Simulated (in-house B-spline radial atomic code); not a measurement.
# Hf⁶⁵⁺: a test of the convergence tolerance

How far can the convergence tolerance be changed before the Hf⁶⁵⁺ run goes wrong?

Program: in-house B-spline radial atomic code version 1. Level of theory: non-relativistic M06-L, spherical fractional occupations, point nucleus, basis-set limit. These are calculated values, not measurements, unless marked.

## (1) Starting point

* element: hafnium (Z = 72)
* charge: +65
* electrons: 7
* configuration: [He] 2s2 2p3
* Hamiltonian: non-relativistic
* nucleus: point

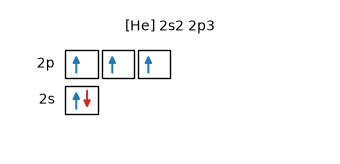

Occupation of the outer shells (arrows by Hund's rule).

The boxes only draw the filling; these runs are spin-restricted and spherical.

A run counts as converged when the orbital gradient is under the tolerance times 72 hartree (or under the basis's noise floor) and the energy moved by less than 1e-8 hartree times the root of its size. Energy differences under 2e-05 hartree are noise.

Input settings:

```ini
Z = 72
electrons = 7.0
configuration = [He] 2s2 2p3
hamiltonian = nr
method = m06l
spin_polarised = False
knot_spacing = 0.22
spline_order = 8
gauss_points = 12
box_radius = 0.91
max_iterations = 70
damping = 0.5
damped_steps = 3
diis_vectors = 10
tolerance = 1e-08
start = Thomas-Fermi
```

This reference run was done before. Its total energy is -8111.861086 hartree, and its levels are (the highest eight at most):

```csv
orbital,occupation,energy (eV),<r> (bohr)
1s,2,-66800.2,0.02100
2s,2,-15619.5,0.08615
2p,3,-15351.2,0.07266
```

## (2) Convergence tolerance 0.01

Input settings:

```ini
Z = 72
electrons = 7.0
configuration = [He] 2s2 2p3
hamiltonian = nr
method = m06l
spin_polarised = False
knot_spacing = 0.22
spline_order = 8
gauss_points = 12
box_radius = 0.91
max_iterations = 70
damping = 0.5
damped_steps = 3
diis_vectors = 10
tolerance = 0.01
start = Thomas-Fermi
```

Launch:

```
$ python run_scf.py task.json out
```

The settings of every run stand in task.json; they run in order.

## (3) Convergence tolerance 0.001

Settings: those of step 2 with these lines changed.

```diff
@@ -14,3 +14,3 @@
 diis_vectors = 10
-tolerance = 0.01
+tolerance = 0.001
 start = Thomas-Fermi
```

## (4) Convergence tolerance 0.0001

Settings: those of step 3 with these lines changed.

```diff
@@ -14,3 +14,3 @@
 diis_vectors = 10
-tolerance = 0.001
+tolerance = 0.0001
 start = Thomas-Fermi
```

## (5) Convergence tolerance 1e-05

Settings: those of step 4 with these lines changed.

```diff
@@ -14,3 +14,3 @@
 diis_vectors = 10
-tolerance = 0.0001
+tolerance = 1e-05
 start = Thomas-Fermi
```

## (6) Convergence tolerance 1e-06

Settings: those of step 5 with these lines changed.

```diff
@@ -14,3 +14,3 @@
 diis_vectors = 10
-tolerance = 1e-05
+tolerance = 1e-06
 start = Thomas-Fermi
```

## (7) Convergence tolerance 1e-10

Settings: those of step 6 with these lines changed.

```diff
@@ -14,3 +14,3 @@
 diis_vectors = 10
-tolerance = 1e-06
+tolerance = 1e-10
 start = Thomas-Fermi
```

## (8) Convergence tolerance 1e-13

Settings: those of step 7 with these lines changed.

```diff
@@ -14,3 +14,3 @@
 diis_vectors = 10
-tolerance = 1e-10
+tolerance = 1e-13
 start = Thomas-Fermi
```

Q: Which of these runs converge to the reference energy, which miss it and by about how much, and which fail?

The runs gave:

| run | outcome | iterations | energy less the reference (hartree) |
| --- | --- | --- | --- |
| reference | converged | 6 | 0 |
| convergence tolerance 0.01 | converged | 4 | below noise |
| convergence tolerance 0.001 | converged | 4 | below noise |
| convergence tolerance 0.0001 | converged | 4 | below noise |
| convergence tolerance 1e-05 | converged | 5 | below noise |
| convergence tolerance 1e-06 | converged | 5 | below noise |
| convergence tolerance 1e-10 | converged | 7 | below noise |
| convergence tolerance 1e-13 | converged | 7 | below noise |

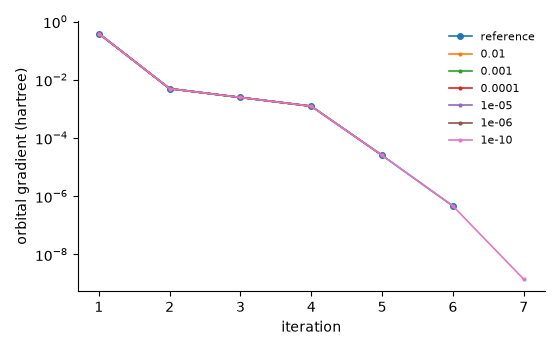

Orbital gradient by iteration, labelled by the convergence tolerance.

What this shows: Of 7 changed inputs, 7 gave the reference energy within 2e-05 hartree. No value tried here spoils the result.
